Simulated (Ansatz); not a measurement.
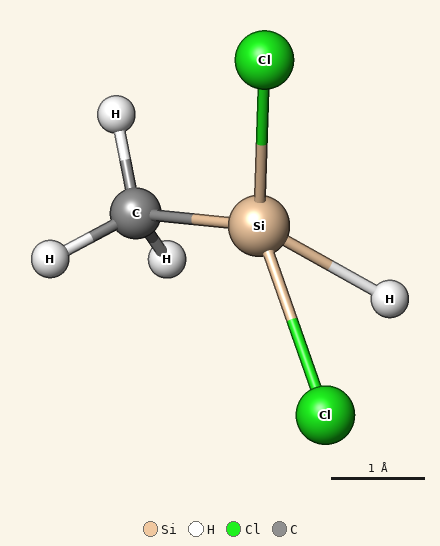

Fig. 1: The structure as given in the input (ball-and-stick view, seen at a tilt). Bond lengths as drawn: Cl–Si 2.13 to 2.33 Å, C–H 1.11 Å, C–Si 1.87 Å and H–Si 1.66 Å.

Geometry relaxation of CH₄Cl₂Si

System: CH₄Cl₂Si.
Method: RKS PBE/6-31G* (Ansatz 0.2.0).

The input holds or restrains some coordinates. It belongs to a series of runs on one base structure; here: pulled along the bonds that form and break, towards end B.

## Log
```
The last accepted step is kept in [file] (removed where the run ends without a failure and the disk answers)
Engine: ansatz 0.2.0, aarch64-unknown-linux-gnu
Functional definition: PBE
  parameter kappa = 0.804
  parameter beta = 0.06672455060314922
  exchange = pbe_x(kappa = kappa, mu = beta*pi^2/3)
  correlation = pbe_c(beta = beta)
1003 factors; their error is unknown
mean field evaluation 1: about -34002.5894 eV, gradient 4.8e1 eV
mean field evaluation 2: about -33993.8555 eV, gradient 6.9e1 eV
mean field evaluation 4: about -34008.1063 eV, gradient 5.0e0 eV
mean field evaluation 8: about -34008.1879 eV, gradient 1.8e-1 eV
mean field evaluation 16: about -34008.1217 eV, gradient 1.4e-4 eV
mean field -34008.12173007 eV, -1249.7754220472 hartree, gradient 3.4e-5 eV, S^2 0.000000; 0 other end points of the search recorded, 0 dependent functions left out
the calculation of the forces begins
reference -34008.12176055 eV, -1249.7754231673 hartree; 29, 29 occupied and 51, 51 virtual orbitals, 1003 factors
relax step   1: F+E_penalty+E_count = -34008.12173007 eV  Δ(F+E_penalty+E_count) = +0.000e0 eV  max|allowed force component| = 3.830e0 eV/Å  E_restraint = 33.82157035 eV  max|allowed force component, restraints' pulls added| = 4.015e1 eV/Å  Δτ_max = 0.0000 Å  (26 SCF iters, accepted)
  distance H 1 - Cl 2 = 1.8747 Å
  distance Si 0 - H 1 = 1.6599 Å
  distance Si 0 - Cl 2 = 2.3301 Å
these checks for a lower state are left out or cut short: starts, cluster_reference, orbital_swaps, neighbouring_geometries, increment
1003 factors; their error is unknown
mean field -34006.77483312 eV, -1249.7259244973 hartree, gradient 2.1e-5 eV, S^2 0.000000; 0 other end points of the search recorded, 0 dependent functions left out
[... from here on the field's lines of each further geometry are left out, up to the last ...]
relax step   2: F+E_penalty+E_count = -34006.77483312 eV  Δ(F+E_penalty+E_count) = +1.347e0 eV  max|allowed force component| = 6.089e0 eV/Å  E_restraint = 19.26523295 eV  max|allowed force component, restraints' pulls added| = 2.926e1 eV/Å  Δτ_max = 0.1946 Å  (36 SCF iters, accepted)
relax step   3: F+E_penalty+E_count = -34005.50307632 eV  Δ(F+E_penalty+E_count) = +1.272e0 eV  max|allowed force component| = 6.960e0 eV/Å  E_restraint = 8.27592921 eV  max|allowed force component, restraints' pulls added| = 1.796e1 eV/Å  Δτ_max = 0.1949 Å  (36 SCF iters, accepted)
relax step   4: F+E_penalty+E_count = -34005.44617317 eV  Δ(F+E_penalty+E_count) = +5.690e-2 eV  max|allowed force component| = 6.489e0 eV/Å  E_restraint = 1.68701702 eV  max|allowed force component, restraints' pulls added| = 9.159e0 eV/Å  Δτ_max = 0.1949 Å  (34 SCF iters, accepted)
relax step   5: F+E_penalty+E_count = -34006.65387006 eV  Δ(F+E_penalty+E_count) = -1.208e0 eV  max|allowed force component| = 4.101e0 eV/Å  E_restraint = 0.04596155 eV  max|allowed force component, restraints' pulls added| = 3.000e0 eV/Å  Δτ_max = 0.1947 Å  (34 SCF iters, accepted)
relax step   6: F+E_penalty+E_count = -34007.47782192 eV  Δ(F+E_penalty+E_count) = -8.240e-1 eV  max|allowed force component| = 1.416e0 eV/Å  E_restraint = 0.00790332 eV  max|allowed force component, restraints' pulls added| = 1.510e0 eV/Å  Δτ_max = 0.1947 Å  (33 SCF iters, accepted)
relax step   7: F+E_penalty+E_count = -34007.79712900 eV  Δ(F+E_penalty+E_count) = -3.193e-1 eV  max|allowed force component| = 7.274e-1 eV/Å  E_restraint = 0.01239278 eV  max|allowed force component, restraints' pulls added| = 7.841e-1 eV/Å  Δτ_max = 0.1948 Å  (28 SCF iters, accepted)
relax step   8: F+E_penalty+E_count = -34007.88732097 eV  Δ(F+E_penalty+E_count) = -9.019e-2 eV  max|allowed force component| = 8.583e-1 eV/Å  E_restraint = 0.00335727 eV  max|allowed force component, restraints' pulls added| = 8.093e-1 eV/Å  Δτ_max = 0.1806 Å  (27 SCF iters, accepted)
relax step   9: F+E_penalty+E_count = -34007.96063706 eV  Δ(F+E_penalty+E_count) = -7.332e-2 eV  max|allowed force component| = 5.982e-1 eV/Å  E_restraint = 0.01018282 eV  max|allowed force component, restraints' pulls added| = 1.831e-1 eV/Å  Δτ_max = 0.2000 Å  (27 SCF iters, accepted)
relax step  10: F+E_penalty+E_count = -34007.96685801 eV  Δ(F+E_penalty+E_count) = -6.221e-3 eV  max|allowed force component| = 5.832e-1 eV/Å  E_restraint = 0.01143096 eV  max|allowed force component, restraints' pulls added| = 3.258e-1 eV/Å  Δτ_max = 0.0611 Å  (27 SCF iters, accepted)
the calculation of the forces begins
reference -34007.96980119 eV, -1249.7698387639 hartree; 29, 29 occupied and 51, 51 virtual orbitals, 1003 factors
relax step  11: F+E_penalty+E_count = -34007.96977054 eV  Δ(F+E_penalty+E_count) = -2.913e-3 eV  max|allowed force component| = 5.471e-1 eV/Å  E_restraint = 0.01133594 eV  max|allowed force component, restraints' pulls added| = 5.981e-2 eV/Å  Δτ_max = 0.0383 Å  (28 SCF iters, accepted)
  distance H 1 - Cl 2 = 1.3430 Å
  distance Si 0 - H 1 = 2.6582 Å
  distance Si 0 - Cl 2 = 3.3347 Å
1003 factors; their error is unknown
mean field evaluation 96: about -34001.6882 eV, gradient 5.1e1 eV
```

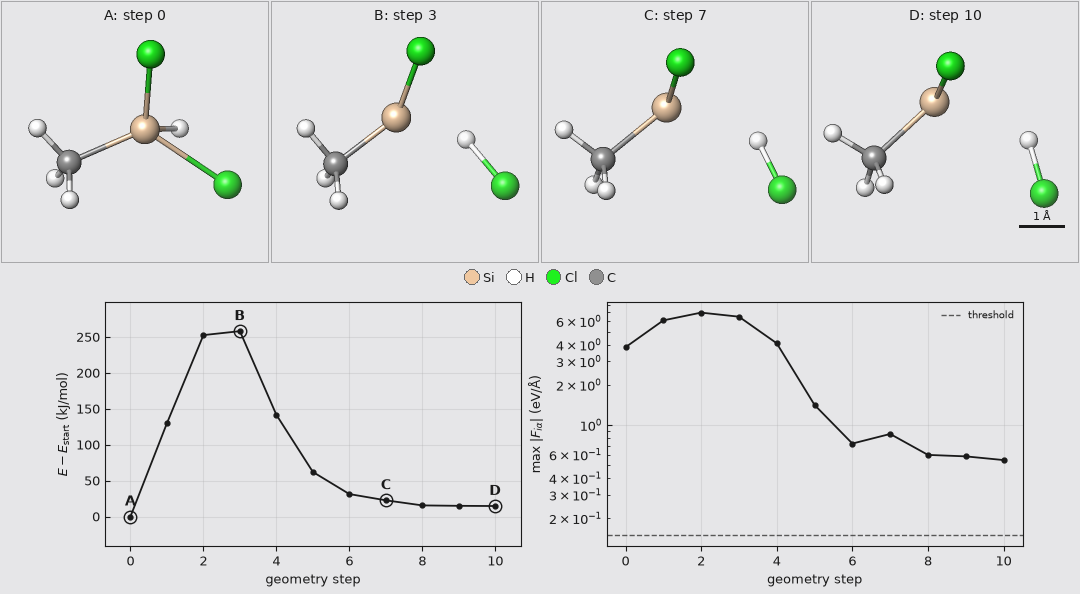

Fig. 2: Frames of the restrained relaxation (ball-and-stick view, seen at a tilt) above the curves, on which the letters mark them (the first geometry is step 0 here and step 1 in the log).

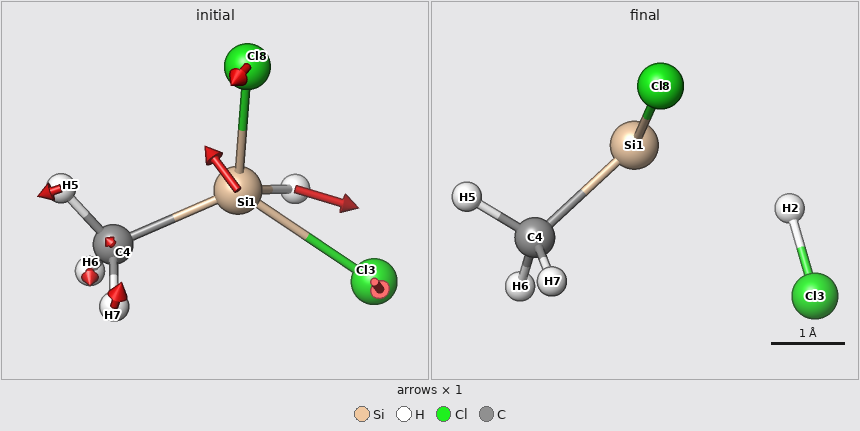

Fig. 3: Before (left) and after (right) the restrained relaxation, at one scale (ball-and-stick view, seen at a tilt). The red arrows give the displacements, at true length. Over 10 geometry steps the energy rises by 14.7 kJ/mol. The largest force component goes from 3.8 to 0.55 eV/Å. The atom that moves furthest after the best rigid fit is H2 (0.93 Å). Largest moves by element: H 0.93 Å, Si 0.81 Å, Cl 0.55 Å, C 0.16 Å. Among the contacts that change: Si1–Cl3 2.330 → 3.335 Å, Si1–H2 1.660 → 2.658 Å, H2–Cl3 1.875 → 1.343 Å, Si1–C4 1.869 → 1.911 Å. New bonds form: H2–Cl3 (1.87 → 1.34 Å). Bonds break: Si1–Cl3 (2.33 → 3.33 Å), Si1–H2 (1.66 → 2.66 Å). Among the angles that change: C4–Si1–Cl8 109.5° → 99.5°, Si1–C4–H7 109.5° → 113.3°, H5–C4–H7 109.4° → 107.0°. (Atoms are counted from 1 in the order of the input.)

```
mean field -34007.96977054 eV, -1249.7698376376 hartree, gradient 2.5e-5 eV, S^2 0.000000; 1 other end points of the search recorded, 0 dependent functions left out
the calculation of the forces begins
reference -34007.96980119 eV, -1249.7698387639 hartree; 29, 29 occupied and 51, 51 virtual orbitals, 1003 factors
Total energy: -34007.96980119 eV, -1249.7698387639 hartree
Atom 0 at    -0.737393    -0.098237     0.318077 Å, force    -0.032084    -0.015495    -0.026097 eV/Å
Atom 1 at     1.497687    -0.290879     1.744105 Å, force     0.547135     0.323670    -0.483619 eV/Å
Atom 2 at     2.505278     0.228518     1.024004 Å, force    -0.527064    -0.302245     0.453288 eV/Å
Atom 3 at    -1.029399     1.499532    -0.689455 Å, force    -0.039187    -0.040684     0.034748 eV/Å
Atom 4 at    -2.112030     1.569511    -0.920282 Å, force     0.019046     0.004450    -0.006523 eV/Å
Atom 5 at    -0.751280     2.389644    -0.101389 Å, force     0.011889     0.035881     0.014618 eV/Å
Atom 6 at    -0.491911     1.512360    -1.652910 Å, force     0.017142    -0.011466    -0.006750 eV/Å
Atom 7 at    -1.004053    -1.537250    -1.222250 Å, force     0.003122     0.005890     0.020335 eV/Å
Dipole moment:    -0.206181     0.347830     0.152639 e Å
```

## Trajectory as extended XYZ (Å, eV, eV/Å), 11 frames, from step=1 to step=11
```
8
Properties=species:S:1:pos:R:3:forces:R:3 step=1 energy=-34008.12173
Si    0.0000    0.0000    0.0000    0.9754  -0.7120   3.8301
H     0.6625    0.0000    1.5220   -3.3986  -0.2095  -0.7197
Cl    2.2646    0.0000    0.5484    1.1443   0.0535  -2.3420
C    -0.8808    1.5259   -0.6227    0.3699   0.3887  -0.7313
H    -1.9334    1.2723   -0.8671    0.3019  -0.0276   0.0411
H    -0.8624    2.3106    0.1622    0.1272  -0.2596  -0.1677
H    -0.3704    1.9025   -1.5336   -0.3174   0.1651   0.1037
Cl   -1.0032   -1.7381   -0.7093    0.7973   0.6015  -0.0141
8
Properties=species:S:1:pos:R:3:forces:R:3 step=2 energy=-34006.77483
Si   -0.1585   -0.0086   -0.1125    2.5291  -0.8002   6.0890
H     0.7734   -0.0016    1.5891   -2.5585  -0.1884  -1.7473
Cl    2.3237    0.0003    0.6137    0.6297   0.0827  -1.5018
C    -0.8890    1.5404   -0.6337   -0.2863   1.1579  -1.4449
H    -1.9337    1.2738   -0.8681   -0.0836   0.2634  -0.1658
H    -0.8611    2.3092    0.1621    0.1887  -0.3415  -0.0813
H    -0.3718    1.9049   -1.5352   -0.3359   0.4296  -0.2007
Cl   -1.0061   -1.7451   -0.7154   -0.0833  -0.6035  -0.9472
8
Properties=species:S:1:pos:R:3:forces:R:3 step=3 energy=-34005.50308
Si   -0.3325   -0.0198   -0.1998    3.1994  -0.3694   6.9598
H     0.9175   -0.0015    1.6244   -0.5191  -0.1677  -2.0322
Cl    2.3735    0.0023    0.7060    0.1340   0.1208   0.1523
C    -0.8976    1.5564   -0.6500   -1.0260   2.0211  -2.0332
H    -1.9372    1.2794   -0.8716   -0.5526   0.6420  -0.3942
H    -0.8591    2.3054    0.1616    0.2471  -0.4420  -0.0240
H    -0.3741    1.9106   -1.5399   -0.2702   0.6479  -0.5533
Cl   -1.0137   -1.7596   -0.7308   -1.2126  -2.4526  -2.0753
8
Properties=species:S:1:pos:R:3:forces:R:3 step=4 energy=-34005.44617
Si   -0.5023   -0.0222   -0.2295    3.1325  -0.8816   6.4885
H     1.1120   -0.0016    1.6373    1.1358  -0.1168  -1.9019
Cl    2.4214    0.0069    0.8335   -0.8516   0.1018   1.2411
C    -0.9193    1.5887   -0.6819   -1.0333   2.0347  -1.9919
H    -1.9541    1.2975   -0.8836   -1.0266   0.9666  -0.5776
H    -0.8562    2.3004    0.1594    0.1800  -0.4347  -0.0427
H    -0.3771    1.9248   -1.5555   -0.1931   0.7709  -0.8603
Cl   -1.0476   -1.8213   -0.7798   -1.3436  -2.4408  -2.3553
8
Properties=species:S:1:pos:R:3:forces:R:3 step=5 energy=-34006.65387
Si   -0.6170   -0.0654   -0.1352    1.5095  -0.0702   4.1013
H     1.3057   -0.0065    1.6557    0.6906  -0.0886  -0.8570
Cl    2.4809    0.0104    0.9543   -0.5118   0.0699   0.6693
C    -0.9563    1.6450   -0.7329   -0.0788  -0.6978  -0.8017
H    -1.9959    1.3469   -0.9134   -0.8758   1.0197  -0.5850
H    -0.8567    2.3043    0.1450    0.0458  -0.2056  -0.1084
H    -0.3860    1.9559   -1.5966   -0.2019   0.6477  -0.7714
Cl   -1.0978   -1.9174   -0.8770   -0.5776  -0.6751  -1.6472
8
Properties=species:S:1:pos:R:3:forces:R:3 step=6 energy=-34007.47782
Si   -0.6660   -0.0796    0.0528    0.4832  -0.5171   1.4160
H     1.4038   -0.0193    1.7188    0.6968  -0.0492  -0.6626
Cl    2.5449    0.0192    0.9906   -0.6488   0.0315   0.5678
C    -0.9669    1.6032   -0.7671   -0.1209  -0.9547   0.0569
H    -2.0423    1.4106   -0.9515   -0.2349   0.6808  -0.3892
H    -0.8545    2.2788    0.1029   -0.0220   0.0458  -0.2359
H    -0.4160    1.9537   -1.6431   -0.1499   0.1180  -0.3051
Cl   -1.1260   -1.8934   -1.0034   -0.0035   0.6447  -0.4479
8
Properties=species:S:1:pos:R:3:forces:R:3 step=7 energy=-34007.79713
Si   -0.6615   -0.0664    0.2097   -0.0068  -0.5753  -0.2642
H     1.4819   -0.0947    1.7915    0.7274   0.0453  -0.6282
Cl    2.5865    0.0293    1.0253   -0.6863  -0.0485   0.5765
C    -0.9952    1.5322   -0.7812   -0.4280  -0.1577   0.6658
H    -2.0978    1.4610   -0.9613    0.2731   0.2070  -0.2014
H    -0.8571    2.2904    0.0231   -0.0100   0.0894  -0.3458
H    -0.4704    1.8557   -1.6925   -0.0192  -0.2249  -0.0582
Cl   -1.1094   -1.7343   -1.1147    0.1497   0.6648   0.2555
8
Properties=species:S:1:pos:R:3:forces:R:3 step=8 energy=-34007.88732
Si   -0.6205   -0.0457    0.2506   -0.1566  -0.4199  -0.3096
H     1.5015   -0.2286    1.8284    0.8583   0.2470  -0.7203
Cl    2.5985    0.0699    1.0844   -0.7847  -0.2264   0.6622
C    -1.0315    1.5096   -0.7650   -0.1032   0.5932   0.4551
H    -2.1403    1.4890   -0.9020    0.2386   0.0264  -0.0971
H    -0.8182    2.3669   -0.0706   -0.0738  -0.2485  -0.4737
H    -0.5571    1.7082   -1.7501   -0.0958  -0.2369   0.2630
Cl   -1.0555   -1.5962   -1.1758    0.1172   0.2652   0.2205
8
Properties=species:S:1:pos:R:3:forces:R:3 step=9 energy=-34007.96064
Si   -0.6951   -0.0900    0.2683   -0.0271  -0.1555   0.1981
H     1.4737   -0.2330    1.7947    0.5982   0.2311  -0.5370
Cl    2.5352    0.1521    1.0641   -0.5574  -0.2123   0.4891
C    -1.0415    1.5088   -0.6999    0.0417  -0.1163  -0.1831
H    -2.1394    1.5750   -0.8405    0.0086   0.0677  -0.0269
H    -0.7079    2.3888   -0.1294   -0.0138   0.0887   0.0383
H    -0.5764    1.5150   -1.7024   -0.0496   0.0442   0.0321
Cl   -0.9718   -1.5435   -1.2550   -0.0007   0.0522  -0.0106
8
Properties=species:S:1:pos:R:3:forces:R:3 step=10 energy=-34007.96686
Si   -0.7239   -0.0927    0.3091   -0.0441  -0.0448  -0.0171
H     1.4976   -0.2800    1.7681    0.5832   0.3049  -0.5146
Cl    2.5212    0.1979    1.0394   -0.5589  -0.2842   0.4798
C    -1.0377    1.5014   -0.6942    0.0588   0.1097   0.0844
H    -2.1257    1.5690   -0.8975    0.0117   0.0204  -0.0047
H    -0.7412    2.3992   -0.1154   -0.0519  -0.1184  -0.0912
H    -0.5242    1.5050   -1.6721   -0.0050   0.0097   0.0280
Cl   -0.9893   -1.5266   -1.2375    0.0062   0.0026   0.0353
8
Properties=species:S:1:pos:R:3:forces:R:3 step=11 energy=-34007.96977
Si   -0.7374   -0.0982    0.3181   -0.0321  -0.0155  -0.0261
H     1.4977   -0.2909    1.7441    0.5471   0.3237  -0.4836
Cl    2.5053    0.2285    1.0240   -0.5271  -0.3022   0.4533
C    -1.0294    1.4995   -0.6895   -0.0392  -0.0407   0.0347
H    -2.1120    1.5695   -0.9203    0.0190   0.0044  -0.0065
H    -0.7513    2.3896   -0.1014    0.0119   0.0359   0.0146
H    -0.4919    1.5124   -1.6529    0.0171  -0.0115  -0.0067
Cl   -1.0041   -1.5373   -1.2223    0.0031   0.0059   0.0203
```

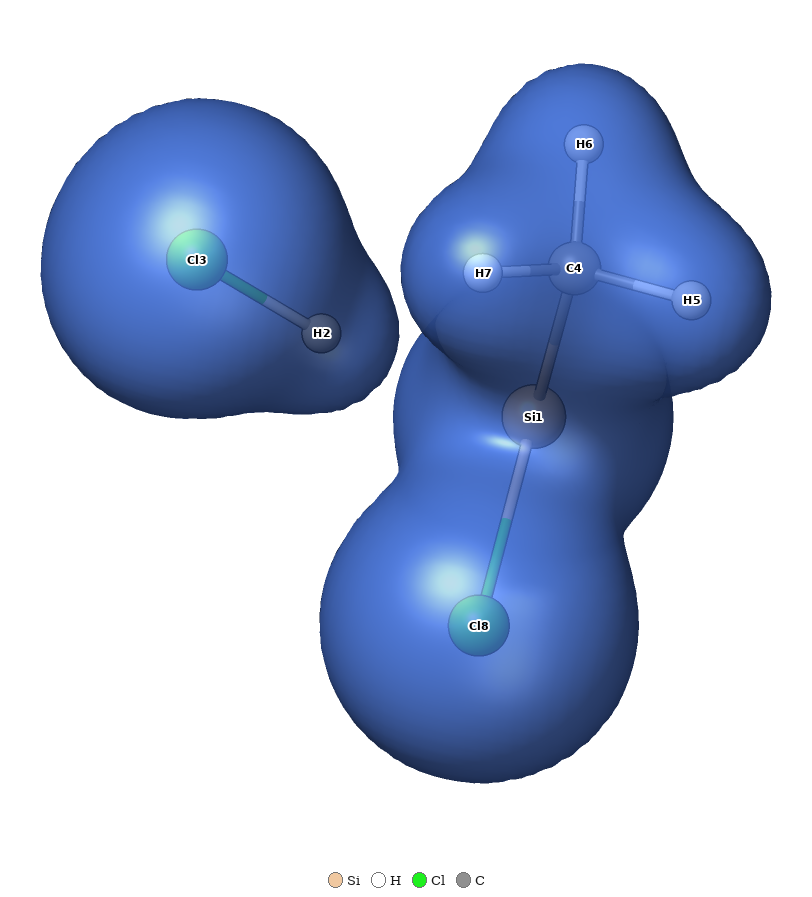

Fig. 4: Isosurface of the electron density at 0.15 e/Å³ (blue), seen at an oblique angle. At this value the surface falls into two separate pieces. It is pinched off along the Si···H (2.66 Å) contacts. On the grid the lowest density along these lines, outside the cores, is 0.1 e/Å³ (Si···H, 2.66 Å), 0.76 e/Å³ (C–Si, 1.91 Å), 0.59 e/Å³ (Si–Cl, 2.12 Å) and 1.8 e/Å³ (C–H, 1.10 Å).

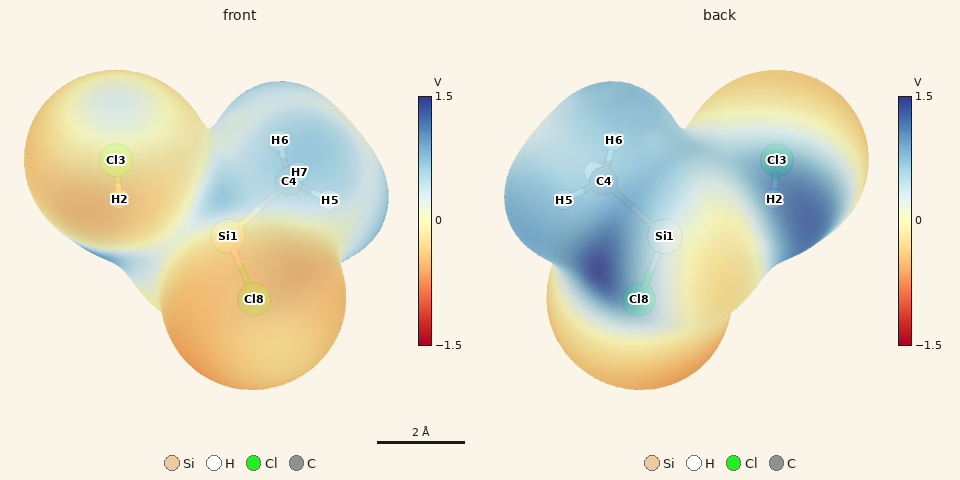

Fig. 5: The electrostatic potential painted on the density surface at 0.001 e/bohr³, seen at a tilt and from behind; red is negative and blue positive.

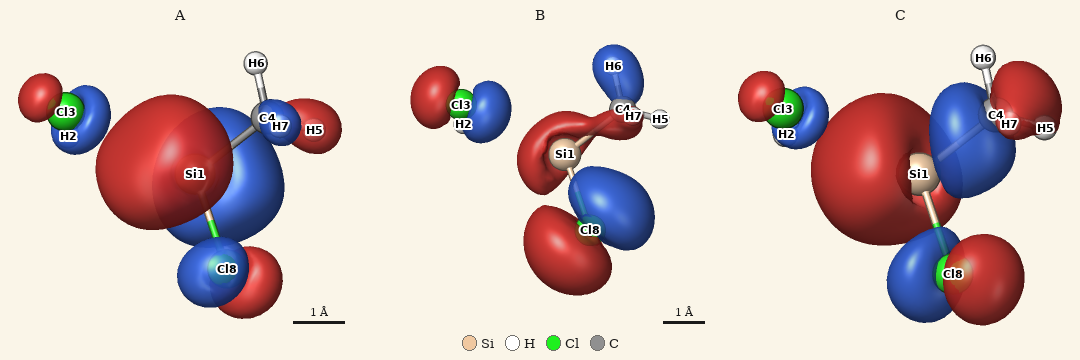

Fig. 6: Three frontier orbitals at ±0.1 Å⁻³ᐟ² (red and blue are the two phases). B is the HOMO−1 (−7.76 eV). C is the HOMO (−5.75 eV). Its weight (Hirshfeld) is mainly on Si1 (55 %), Cl8 (15 %) and C4 (15 %). A is the LUMO (−3.37 eV). It lies mainly on Si1 (70 %) and Cl8 (10 %). The HOMO–LUMO gap is 2.38 eV between the orbital energies.

The run was set up as follows.

## Input file
```yaml
crystal:
  periodic: [false, false, false]
  atoms:
    - { symbol: Si, position_ang: [0.0, 0.0, 0.0] }
    - { symbol: H, position_ang: [0.6625, 0.0, 1.522] }
    - { symbol: Cl, position_ang: [2.2646, 0.0, 0.5484] }
    - { symbol: C, position_ang: [-0.8808, 1.5259, -0.6227] }
    - { symbol: H, position_ang: [-1.9334, 1.2723, -0.8671] }
    - { symbol: H, position_ang: [-0.8624, 2.3106, 0.1622] }
    - { symbol: H, position_ang: [-0.3704, 1.9025, -1.5336] }
    - { symbol: Cl, position_ang: [-1.0032, -1.7381, -0.7093] }
basis:
  gaussian: { orbitals: "6-31G*" }
hamiltonian:
  xc: pbe
relax:
  f_tol: 0.15
  max_steps: 25
  restrain:
    - { distance: [1, 2], at: 1.37, k: 30.0 }
    - { distance: [0, 1], at: 2.66, k: 30.0 }
    - { distance: [0, 2], at: 3.33, k: 30.0 }
output:
  orbitals: {}
```

Command:
```bash
ansatz run input.yaml --threads 1 --pin off --max-ram 2048MiB --backend cpu --events-out ev --progress --plain --runs-dir out
```

## Results in brief

- outcome: converged under the restraints of the input
- total energy: −34007.9698 eV
- mean-field energy: −34007.9698 eV
- largest force (length of the vector) at the end, held atoms and coordinates included: 0.799 eV/Å
- hardware: 1 thread of Arm Neoverse V1, 24 GiB of memory available, shared host
- wall time: 34 s
- peak memory: 0.12 GiB
